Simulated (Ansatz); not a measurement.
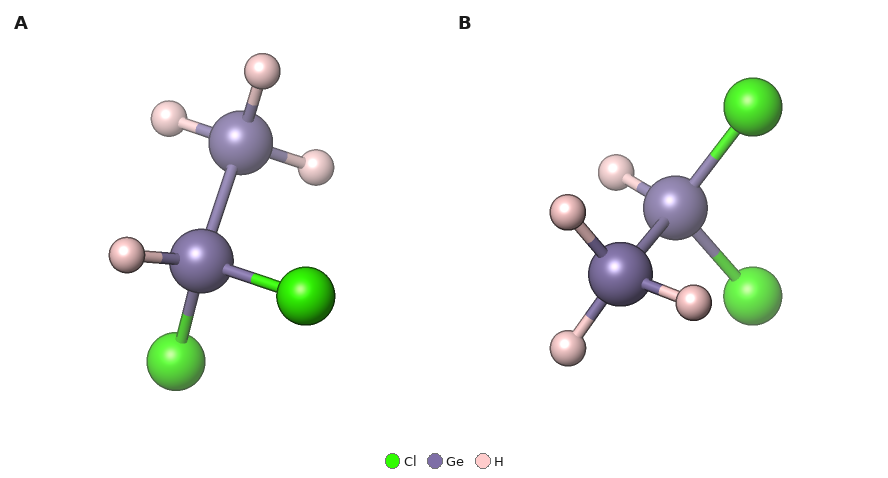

Atoms fade into the background with distance from the viewer. The computed structure is the end point of a PBE-D4/def2-SVP optimisation. No frequency run is at hand to confirm it as a minimum.

How are A and B related: the same structure turned, mirror images, conformers, diastereomers or constitutional isomers?

They are the same structure, Cl2Ge2H4 ([Cl][GeH]([Cl])[GeH3]), seen from two directions. With point group Cs it is achiral, so its mirror image would be the same too.
